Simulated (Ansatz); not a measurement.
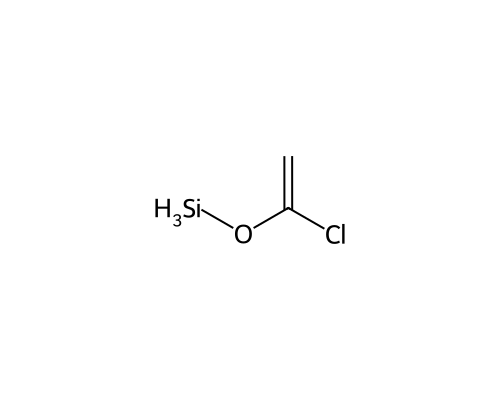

Structural formula above. Computed geometry: PBE-D4/def2-SVP optimisation. No frequency run is at hand to confirm it as a minimum.

What does the molecule look like in three dimensions?

Formula C2H5ClOSi. As SMILES it reads `C=C(Cl)O[SiH3]`. It has no ring. Among its groups: alkene, C–Cl bond, Si–H bond, Si–O bond. Coordination: 2 C trigonal planar; 1 O bent; 1 Si tetrahedral.

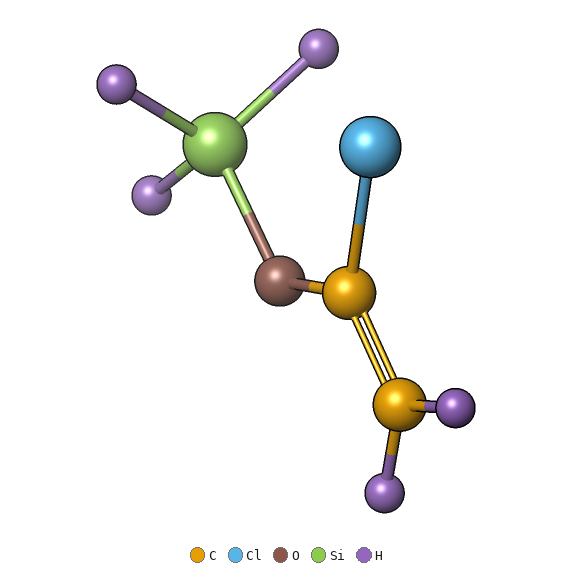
